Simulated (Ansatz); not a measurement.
# SiAsH₂ (quartet): from Hartree-Fock to the top rungs, cc-pVTZ

How much of the correlation energy of SiAsH₂ (quartet) does each wave-function method recover here?

The runs use Ansatz 0.2.0, Gaussian basis; cc-pVTZ, core rule «outside noble gas», up to 19 orbitals frozen.

Plan: UHF; CCSD(T) on ROHF; CCSD(T) on UHF; BCCD(T) on ROHF; CCSDT(Q) on ROHF; CCSDT(Q) on UHF; CASSCF and MRCISD+Q, 11 electrons in 10 orbitals; CASSCF and NEVPT2, 11 electrons in 10 orbitals.

5 further runs of the same task are left out: 5 set aside as unsound or not needed. Runs told in other sessions of the task aren't counted.

### 1 The geometry

The geometry is a PBE0/def2-TZVP stationary point (not a proven minimum) of the parent state, kept for this charge and spin. No spin-orbit coupling is included. The filled d shell of As may be among the frozen orbitals whatever the setting's name suggests.

4 atoms, charge 0, spin multiplicity 4.

Atoms are counted from 1 here; the program's logs count them from 0.

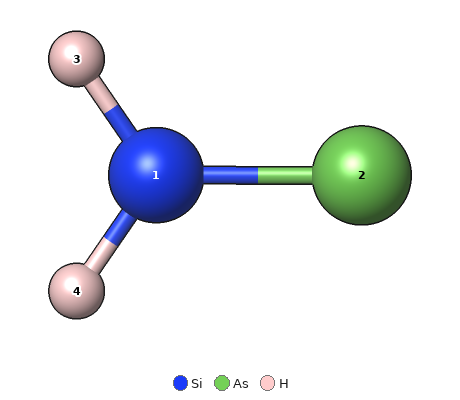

The geometry (silicon blue, arsenic green, hydrogen pink); atoms are numbered from 1 in the order of the file.

In the tables R marks a restricted open-shell determinant and U an unrestricted one; 'valence' is the active space of 11 electrons in 10 orbitals; energies count from the table's Hartree-Fock row.

### 2 UHF

Contents of in.yaml:

```yaml
crystal:
  periodic: [false, false, false]
  atoms:
    - {symbol: Si, position_ang: [0.000000, 0.000000, 1.527212]}
    - {symbol: As, position_ang: [0.000000, 0.000000, -0.636167]}
    - {symbol: H, position_ang: [0.000000, 1.225885, 2.366293]}
    - {symbol: H, position_ang: [0.000000, -1.225885, 2.366293]}
basis:
  gaussian: {orbitals: cc-pVTZ}
magnetization: {spin_polarized: true, initial_magnetization: 3}
hamiltonian: {xc: hf}
output: {orbitals: {seedname: orbitals}}
```

The run is started by

```console
ansatz run in.yaml --threads 1 --pin off --events-out ev --progress --plain --max-ram 4096MiB --backend cpu
```

Standard output:

```text
Functional definition: HF
  name "HF"
  cite "Fock, Z. Phys. 61, 126 (1930) doi:10.1007/BF01340294"
  parent pbe
  exchange = exact_x
  correlation = 0
955 factors; their error is unknown
mean field evaluation 1: about -68686.0613 eV, gradient 8.3e0 eV
mean field evaluation 2: about -68686.8952 eV, gradient 3.2e0 eV
mean field evaluation 4: about -68687.0646 eV, gradient 5.5e-1 eV
mean field evaluation 8: about -68688.9907 eV, gradient 4.0e-1 eV
mean field -68688.99114474 eV, -2524.2738654988 hartree, gradient 1.5e-5 eV, S^2 3.786122; 0 other end points of the search recorded, 0 dependent functions left out
reference -68688.99114474 eV, -2524.2738654988 hartree; 26, 23 occupied and 79, 82 virtual orbitals, 955 factors
Total energy: -68688.99114474 eV, -2524.2738654988 hartree
```

It took 1.8 s on 1 thread of AMD EPYC 7R13, shared host.

From the report: ⟨S²⟩ of the determinant 3.786 (pure quartet: 3.75).

### 3 CCSD(T) on ROHF

Changes to in.yaml since step 2:

```diff
@@ -9,4 +9,3 @@
   gaussian: {orbitals: cc-pVTZ}
-magnetization: {spin_polarized: true, initial_magnetization: 3}
-hamiltonian: {xc: hf}
-output: {orbitals: {seedname: orbitals}}
+magnetization: {spin_polarized: false, initial_magnetization: 3}
+correlation: {method: ccsd_t, electrons: outside_noble_gas}
```

The run is started by

```console
ansatz run in.yaml --threads 2 --pin off --events-out ev --progress --plain --max-ram 24576MiB --backend cuda --devices 0, --max-vram 18GiB
```

Standard output, shortened:

```text
Functional definition: HF
  name "HF"
  cite "Fock, Z. Phys. 61, 126 (1930) doi:10.1007/BF01340294"
  parent pbe
[...]
643 factors; integrals over basis functions are off by at most 1.1e-3 eV
[...]
mean field -68688.73387681 eV, -2524.2644110767 hartree, gradient 2.8e-6 eV, S^2 3.750000; 5 other end points of the search recorded, 0 dependent functions left out
[...]
determinant -68688.73387681 eV, -2524.2644110767 hartree, with singles and doubles -68695.34156922 eV, -2524.5072392939 hartree
determinant -68686.41936779 eV, -2524.1793544392 hartree, with singles and doubles -68693.27878591 eV, -2524.4314334053 hartree
determinant -68686.12411745 eV, -2524.1685041891 hartree, with singles and doubles -68692.80093986 eV, -2524.4138728870 hartree
determinant -68685.49996784 eV, -2524.1455671139 hartree, with singles and doubles -68692.40335513 eV, -2524.3992619179 hartree
19 core orbitals not correlated: weight in the atoms' cores, before any rotation towards them, 1.000 or more for the frozen orbitals, at most 0.000 for the correlated occupied ones
reference -68688.73387681 eV, -2524.2644110767 hartree; 7, 4 occupied and 79, 82 virtual orbitals, 643 factors
second order -5.43798978 eV of doubles, -0.13444522 eV of singles
cycle   1  -6.49995496 eV  change   -3.9e-1 eV  update   1.8e-2
[...]
cycle   8  -6.51013388 eV  change   -2.2e-6 eV  update   9.6e-6
perturbative correction -0.24997941 eV, -0.0091865738 hartree
Total energy: -68695.49399009 eV, -2524.5128406577 hartree
```

Wall time 12 s (1 × H100 (card shared with other runs) with 2 threads of AMD EPYC 7R13, shared host); peak host memory 0.81 GiB.

From the report: correlation -6.7601 eV; T1 0.020; largest double amplitude 0.03.

### 4 CCSD(T) on UHF

Changes to in.yaml since step 3:

```diff
@@ -9,3 +9,3 @@
   gaussian: {orbitals: cc-pVTZ}
-magnetization: {spin_polarized: false, initial_magnetization: 3}
+magnetization: {spin_polarized: true, initial_magnetization: 3}
 correlation: {method: ccsd_t, electrons: outside_noble_gas}
```

The command is unchanged.

Standard output, shortened:

```text
Functional definition: HF
  name "HF"
  cite "Fock, Z. Phys. 61, 126 (1930) doi:10.1007/BF01340294"
  parent pbe
[...]
643 factors; integrals over basis functions are off by at most 1.1e-3 eV
[...]
mean field -68688.99197425 eV, -2524.2738959828 hartree, gradient 3.8e-6 eV, S^2 3.786122; 3 other end points of the search recorded, 0 dependent functions left out
determinant -68688.99197425 eV, -2524.2738959828 hartree, with singles and doubles -68695.34338687 eV, -2524.5073060914 hartree
determinant -68686.68142573 eV, -2524.1889848906 hartree, with singles and doubles -68693.28604403 eV, -2524.4317001366 hartree
determinant -68686.38686847 eV, -2524.1781601110 hartree, with singles and doubles -68692.80637007 eV, -2524.4140724436 hartree
determinant -68685.67591814 eV, -2524.1520331683 hartree, with singles and doubles -68692.40968322 eV, -2524.3994944709 hartree
19 core orbitals not correlated: weight in the atoms' cores, before any rotation towards them, 1.000 or more for the frozen orbitals, at most 0.000 for the correlated occupied ones
reference -68688.99197425 eV, -2524.2738959828 hartree; 7, 4 occupied and 79, 82 virtual orbitals, 643 factors
second order -5.25845306 eV of doubles, -0.00000000 eV of singles
cycle   1  -6.25479466 eV  change   -4.0e-1 eV  update   2.0e-2
[...]
cycle   8  -6.26855212 eV  change   -5.4e-7 eV  update   1.3e-5
perturbative correction -0.24154384 eV, -0.0088765725 hartree
Total energy: -68695.50207022 eV, -2524.5131375968 hartree
```

Wall time 11 s (1 × H100 (card shared with other runs) with 2 threads of AMD EPYC 7R13, shared host); peak host memory 0.81 GiB.

From the report: ⟨S²⟩ of the determinant 3.786 (pure quartet: 3.75); correlation -6.5101 eV; T1 0.017; largest double amplitude 0.03.

### 5 BCCD(T) on ROHF

Changes to in.yaml since step 4:

```diff
@@ -9,3 +9,3 @@
   gaussian: {orbitals: cc-pVTZ}
-magnetization: {spin_polarized: true, initial_magnetization: 3}
-correlation: {method: ccsd_t, electrons: outside_noble_gas}
+magnetization: {spin_polarized: false, initial_magnetization: 3}
+correlation: {method: bccd_t, electrons: outside_noble_gas}
```

Same command.

Standard output, shortened:

```text
Functional definition: HF
  name "HF"
  cite "Fock, Z. Phys. 61, 126 (1930) doi:10.1007/BF01340294"
  parent pbe
[...]
643 factors; integrals over basis functions are off by at most 1.1e-3 eV
[...]
mean field -68688.73387681 eV, -2524.2644110767 hartree, gradient 2.8e-6 eV, S^2 3.750000; 5 other end points of the search recorded, 0 dependent functions left out
[...]
determinant -68688.73387681 eV, -2524.2644110767 hartree, with singles and doubles -68695.34156922 eV, -2524.5072392939 hartree
determinant -68686.41936779 eV, -2524.1793544392 hartree, with singles and doubles -68693.27878591 eV, -2524.4314334053 hartree
determinant -68686.12411745 eV, -2524.1685041891 hartree, with singles and doubles -68692.80093986 eV, -2524.4138728870 hartree
determinant -68685.49996784 eV, -2524.1455671139 hartree, with singles and doubles -68692.40335513 eV, -2524.3992619179 hartree
19 core orbitals not correlated: weight in the atoms' cores, before any rotation towards them, 1.000 or more for the frozen orbitals, at most 0.000 for the correlated occupied ones
reference -68688.73387681 eV, -2524.2644110767 hartree; 7, 4 occupied and 79, 82 virtual orbitals, 643 factors
second order -5.43798978 eV of doubles, -0.13444522 eV of singles
cycle   1  -6.50327792 eV  change   -4.0e-1 eV  update   1.8e-2
[...]
cycle   8  -6.50925072 eV  change   -6.3e-6 eV  update   1.2e-5
perturbative correction -0.25072911 eV, -0.0092141250 hartree
Total energy: -68695.49385664 eV, -2524.5128357536 hartree
```

It took 12 s on 1 × H100 (card shared with other runs) with 2 threads of AMD EPYC 7R13, shared host; peak host memory 0.81 GiB.

From the report: correlation -6.7600 eV; largest double amplitude 0.03.

### 6 CCSDT(Q) on ROHF

Changes to in.yaml since step 5:

```diff
@@ -10,2 +10,2 @@
 magnetization: {spin_polarized: false, initial_magnetization: 3}
-correlation: {method: bccd_t, electrons: outside_noble_gas}
+correlation: {method: ccsdt_q, electrons: outside_noble_gas}
```

Launched as before.

Standard output, shortened:

```text
Functional definition: HF
  name "HF"
  cite "Fock, Z. Phys. 61, 126 (1930) doi:10.1007/BF01340294"
  parent pbe
[...]
1238 factors; integrals over basis functions are off by at most 1.7e-7 eV
[...]
mean field -68688.73390275 eV, -2524.2644120299 hartree, gradient 3.3e-6 eV, S^2 3.750000; 5 other end points of the search recorded, 0 dependent functions left out
determinant -68688.73390275 eV, -2524.2644120299 hartree, with singles and doubles -68695.34160366 eV, -2524.5072405595 hartree
determinant -68686.41939431 eV, -2524.1793554137 hartree, with singles and doubles -68693.27882270 eV, -2524.4314347576 hartree
determinant -68686.12414281 eV, -2524.1685051211 hartree, with singles and doubles -68692.80097961 eV, -2524.4138743479 hartree
determinant -68685.49999560 eV, -2524.1455681342 hartree, with singles and doubles -68692.40337629 eV, -2524.3992626953 hartree
19 core orbitals not correlated: weight in the atoms' cores, before any rotation towards them, 1.000 or more for the frozen orbitals, at most 0.000 for the correlated occupied ones
reference -68688.73390275 eV, -2524.2644120299 hartree; 7, 4 occupied and 79, 82 virtual orbitals, 1238 factors
second order -5.43800560 eV of doubles, -0.13444503 eV of singles
cycle   1  -6.26566653 eV  change   -6.9e-1 eV  update   7.8e-2
[...]
cycle  16  -6.79899445 eV  change    8.2e-7 eV  update   8.7e-7
perturbative correction -0.01067355 eV, -0.0003922456 hartree
Total energy: -68695.54357075 eV, -2524.5146627132 hartree
```

It took 34 s on 1 × H100 (card shared with other runs) with 2 threads of AMD EPYC 7R13, shared host; peak host memory 1.2 GiB.

From the report: correlation -6.8097 eV; T1 0.020; largest double amplitude 0.05.

### 7 CCSDT(Q) on UHF

Changes to in.yaml since step 6:

```diff
@@ -9,3 +9,3 @@
   gaussian: {orbitals: cc-pVTZ}
-magnetization: {spin_polarized: false, initial_magnetization: 3}
+magnetization: {spin_polarized: true, initial_magnetization: 3}
 correlation: {method: ccsdt_q, electrons: outside_noble_gas}
```

The command is unchanged.

Standard output, shortened:

```text
Functional definition: HF
  name "HF"
  cite "Fock, Z. Phys. 61, 126 (1930) doi:10.1007/BF01340294"
  parent pbe
[...]
1238 factors; integrals over basis functions are off by at most 1.7e-7 eV
[...]
mean field -68688.99200018 eV, -2524.2738969356 hartree, gradient 4.9e-6 eV, S^2 3.786122; 3 other end points of the search recorded, 0 dependent functions left out
determinant -68688.99200018 eV, -2524.2738969356 hartree, with singles and doubles -68695.34342106 eV, -2524.5073073478 hartree
determinant -68686.68145106 eV, -2524.1889858214 hartree, with singles and doubles -68693.28608139 eV, -2524.4317015093 hartree
determinant -68686.38689237 eV, -2524.1781609895 hartree, with singles and doubles -68692.80641219 eV, -2524.4140739915 hartree
determinant -68685.67594668 eV, -2524.1520342173 hartree, with singles and doubles -68692.40971109 eV, -2524.3994954951 hartree
19 core orbitals not correlated: weight in the atoms' cores, before any rotation towards them, 1.000 or more for the frozen orbitals, at most 0.000 for the correlated occupied ones
reference -68688.99200018 eV, -2524.2738969356 hartree; 7, 4 occupied and 79, 82 virtual orbitals, 1238 factors
second order -5.25846764 eV of doubles, -0.00000000 eV of singles
cycle   1  -5.97904855 eV  change   -7.2e-1 eV  update   8.2e-2
[...]
cycle  16  -6.55118349 eV  change    8.2e-7 eV  update   1.2e-6
perturbative correction -0.01056014 eV, -0.0003880779 hartree
Total energy: -68695.55374381 eV, -2524.5150365662 hartree
```

Run time: 39 s. Hardware: 1 × H100 (card shared with other runs) with 2 threads of AMD EPYC 7R13, shared host; peak host memory 1.1 GiB.

From the report: ⟨S²⟩ of the determinant 3.786 (pure quartet: 3.75); correlation -6.5617 eV; T1 0.018; largest double amplitude 0.05.

### 8 CASSCF and MRCISD+Q, 11 electrons in 10 orbitals

Changes to in.yaml since step 7:

```diff
@@ -9,3 +9,3 @@
   gaussian: {orbitals: cc-pVTZ}
-magnetization: {spin_polarized: true, initial_magnetization: 3}
-correlation: {method: ccsdt_q, electrons: outside_noble_gas}
+magnetization: {spin_polarized: false, initial_magnetization: 3}
+correlation: {method: fic_mrcisd_q, electrons: outside_noble_gas, active_space: {window: {electrons: 11, orbitals: 10}, shells: [{species: As, l: s, shell: 4}, {species: As, l: p, shell: 4}, {species: H, l: s, shell: 1}, {species: Si, l: s, shell: 3}, {species: Si, l: p, shell: 3}]}}
```

Same command.

Standard output, shortened:

```text
Functional definition: HF
  name "HF"
  cite "Fock, Z. Phys. 61, 126 (1930) doi:10.1007/BF01340294"
  parent pbe
[...]
1238 factors; integrals over basis functions are off by at most 1.7e-7 eV
[...]
mean field -68688.73390275 eV, -2524.2644120299 hartree, gradient 3.3e-6 eV, S^2 3.750000; 2 other end points of the search recorded, 0 dependent functions left out
reference -68688.73390275 eV, -2524.2644120299 hartree; 26, 23 occupied and 79, 82 virtual orbitals, 1238 factors
state -68690.10590430 eV, -2524.3148321570 hartree
contracted CI cycle   1: correlation 0.00000000 eV, 0.0000000000 hartree, residual 1.78e1 eV
contracted CI cycle   2: correlation -4.67108300 eV, -0.1716591340 hartree, residual 3.50e0 eV
contracted CI cycle   3: correlation -4.85924035 eV, -0.1785737893 hartree, residual 8.07e-1 eV
contracted CI cycle   4: correlation -4.86861858 eV, -0.1789184327 hartree, residual 2.10e-1 eV
contracted CI cycle   5: correlation -4.86920943 eV, -0.1789401462 hartree, residual 5.63e-2 eV
contracted CI cycle   6: correlation -4.86925124 eV, -0.1789416827 hartree, residual 1.48e-2 eV
contracted CI cycle   7: correlation -4.86925405 eV, -0.1789417860 hartree, residual 3.98e-3 eV
contracted CI cycle   8: correlation -4.86925426 eV, -0.1789417935 hartree, residual 1.10e-3 eV
state -68690.10590430 eV, -2524.3148321570 hartree; corrected -68695.44386679 eV, -2524.5109986603 hartree
Total energy: -68695.44386679 eV, -2524.5109986603 hartree
Checks for a lower state left out: starts, orbital_swaps
```

It took 11 s on 1 × H100 (card shared with other runs) with 2 threads of AMD EPYC 7R13, shared host; peak host memory 0.92 GiB.

From the report: 6,300 determinants; active occupations 1.99, 1.98, 1.98, 1.97, 1.00, 1.00, 1.00, 0.04, 0.02, 0.02.

### 9 CASSCF and NEVPT2, 11 electrons in 10 orbitals

Contents of in.yaml:

```yaml
crystal:
  periodic: [false, false, false]
  atoms:
    - {symbol: Si, position_ang: [0.000000, 0.000000, 1.527212]}
    - {symbol: As, position_ang: [0.000000, 0.000000, -0.636167]}
    - {symbol: H, position_ang: [0.000000, 1.225885, 2.366293]}
    - {symbol: H, position_ang: [0.000000, -1.225885, 2.366293]}
basis:
  gaussian: {orbitals: cc-pVTZ}
magnetization: {spin_polarized: false, initial_magnetization: 3}
correlation: {method: sc_nevpt2, electrons: outside_noble_gas, active_space: {window: {electrons: 11, orbitals: 10}, shells: [{species: As, l: s, shell: 4}, {species: As, l: p, shell: 4}, {species: H, l: s, shell: 1}, {species: Si, l: s, shell: 3}, {species: Si, l: p, shell: 3}]}}
```

Same command.

Standard output:

```text
Functional definition: HF
  name "HF"
  cite "Fock, Z. Phys. 61, 126 (1930) doi:10.1007/BF01340294"
  parent pbe
  exchange = exact_x
  correlation = 0
1238 factors; integrals over basis functions are off by at most 1.7e-7 eV
mean field evaluation 1: about -68687.8475 eV, gradient 9.9e0 eV
mean field evaluation 2: about -68687.8535 eV, gradient 1.0e1 eV
mean field evaluation 4: about -68688.7257 eV, gradient 1.6e0 eV
mean field evaluation 8: about -68688.7339 eV, gradient 3.2e-4 eV
mean field evaluation 16: about -68687.5160 eV, gradient 5.2e0 eV
mean field -68688.73390275 eV, -2524.2644120299 hartree, gradient 3.3e-6 eV, S^2 3.750000; 2 other end points of the search recorded, 0 dependent functions left out
reference -68688.73390275 eV, -2524.2644120299 hartree; 26, 23 occupied and 79, 82 virtual orbitals, 1238 factors
state -68690.10590430 eV, -2524.3148321570 hartree
state -68690.10590430 eV, -2524.3148321570 hartree; corrected -68694.16318388 eV, -2524.4639344315 hartree
Total energy: -68694.16318388 eV, -2524.4639344315 hartree
Checks for a lower state left out: starts, orbital_swaps
```

Run time: 7.5 s. Hardware: 1 × H100 (card shared with other runs) with 2 threads of AMD EPYC 7R13, shared host; peak host memory 0.81 GiB.

From the report: 6,300 determinants; active occupations 1.99, 1.98, 1.98, 1.97, 1.00, 1.00, 1.00, 0.04, 0.02, 0.02.

### 10 How many determinants matter

Natural occupations of the CASSCF valence state about the gap (report; correlated orbitals 2 to 10): 1.977, 1.976, 1.972, 1.003, 1.001, 0.998, 0.040, 0.021, 0.021. The count of effectively unpaired electrons, Σ n²(2 − n)², is 3.02; a single determinant of this spin has 3.

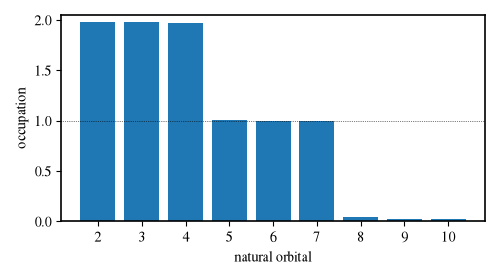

Natural occupations of the CASSCF valence state.

### 11 The ladder

The yardstick is UCCSDT(Q), where the cluster series has nearly closed. Rows without a time are mean-field rows or come out of runs for another level: lower rungs of the coupled-cluster runs, CASSCF and MRCISD of the multireference runs, or the Hartree-Fock search.

Differences are taken before rounding.

| method | energy from the lowest ROHF (meV) | from UCCSDT(Q) (meV) | time |
| --- | --- | --- | --- |
| ROHF | 0.0 | +6819.9 |  |
| UHF | -258.1 | +6561.8 |  |
| RMP2 | -5572.4 | +1247.4 |  |
| UMP2 | -5516.6 | +1303.3 |  |
| RCCSD | -6510.1 | +309.7 |  |
| UCCSD | -6526.6 | +293.2 |  |
| RCCSD(T) | -6760.1 | +59.8 | 12 s |
| UCCSD(T) | -6768.2 | +51.7 | 11 s |
| BCCD(T) | -6760.0 | +59.9 | 12 s |
| RCCSDT | -6799.0 | +20.8 |  |
| UCCSDT | -6809.3 | +10.6 |  |
| RCCSDT(Q) | -6809.7 | +10.2 | 34 s |
| UCCSDT(Q) | -6819.9 | 0 | 39 s |
| CASSCF valence | -1372.0 | +5447.8 |  |
| NEVPT2 valence | -5429.3 | +1390.6 | 7.5 s |
| MRCISD valence | -6241.3 | +578.6 |  |
| MRCISD+Q valence | -6710.0 | +109.9 | 11 s |

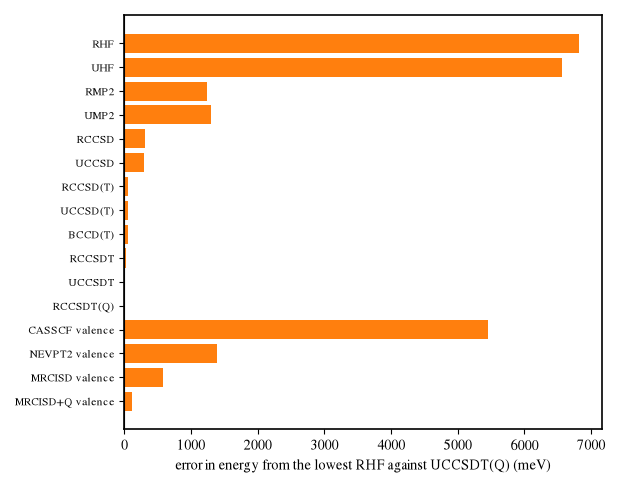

How far each level lands from UCCSDT(Q).

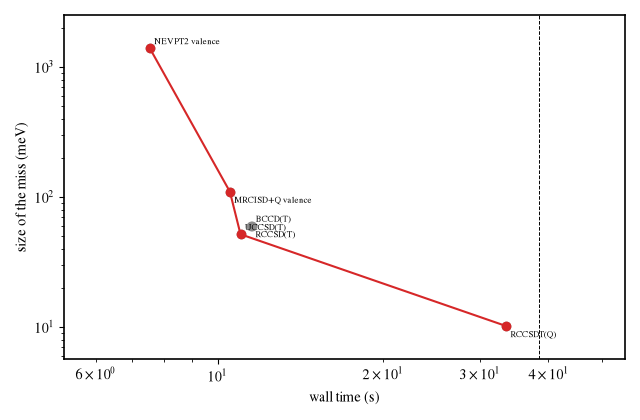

Miss against cost. Red marks the levels that no quicker level drawn beats (of those quicker than the yardstick), and the dashed line is the time of UCCSDT(Q). Times are from a shared host.

### 12 Outcome

```
                         quantity                      value
    UCCSDT(Q) from the ROHF energy                 -6.8199 eV
              RMP2 from UCCSDT(Q)                +1247.4 meV
              UMP2 from UCCSDT(Q)                +1303.3 meV
             RCCSD from UCCSDT(Q)                 +309.7 meV
          RCCSD(T) from UCCSDT(Q)                  +59.8 meV
          UCCSD(T) from UCCSDT(Q)                  +51.7 meV
         RCCSDT(Q) from UCCSDT(Q)                  +10.2 meV
    NEVPT2 valence from UCCSDT(Q)                +1390.6 meV
  MRCISD+Q valence from UCCSDT(Q)                 +109.9 meV
levels within 1 kcal/mol (43 meV)  RCCSDT, UCCSDT, RCCSDT(Q)
                    T1 diagnostic                      0.020
   effectively unpaired electrons                       3.02
```

RCCSD(T) lands +59.8 meV from the yardstick (0.9 % of the correlation energy). One determinant dominates. Of the multireference levels listed MRCISD+Q valence comes nearest in total energy (+109.9 meV), which doesn't show that its space is the better one. These misses are within one basis, not against nature; the frozen cores of restricted and unrestricted runs differ, which can shift their rows.

RCCSDT(Q) reaches 10.2 meV from the reference in 34 s, where UCCSDT(Q) took 39 s; the quickest level in the cost chart, NEVPT2 valence, takes 7.5 s and misses by 1390.6 meV.
